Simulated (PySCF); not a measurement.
Si(H)(Me)(OMe)2, SMILES CO[SiH](C)OC (C3H10O2Si) at its GFN2-xTB optimised geometry (Å):

```
16

Si    -1.4380    -0.8406     0.0000
C     -1.8208    -1.9336     1.4959
O      0.1924    -0.8406     0.0000
C      1.0443    -0.2316    -0.9270
O     -2.0918    -1.3402    -1.4095
C     -2.0254    -2.5932    -2.0296
H     -2.0335     0.4890     0.0000
H     -1.3092    -2.8909     1.4435
H     -2.8872    -2.1271     1.5527
H     -1.5240    -1.4560     2.4226
H      0.6860    -0.3735    -1.9493
H      2.0335    -0.6803    -0.8232
H      1.1133     0.8406    -0.7292
H     -2.5920    -3.3338    -1.4599
H     -0.9922    -2.9380    -2.1210
H     -2.4615    -2.4974    -3.0252
```

Method: PBE0/def2-TZVP (PySCF). Cells within 0.4 Å of a nucleus heavier than hydrogen are left out (blank, or x).

Map of the Laplacian of the electron density (e/bohr⁵), clipped to [-1.50, 1.50] on the plane z = 0.0 Å:

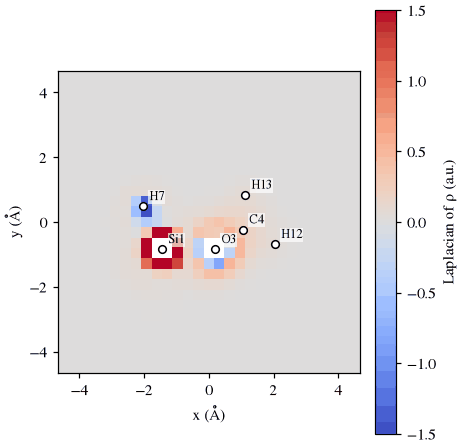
Figure: Laplacian of the electron density (e/bohr⁵), clipped to [-1.50, 1.50] on the plane z = 0.0 Å.
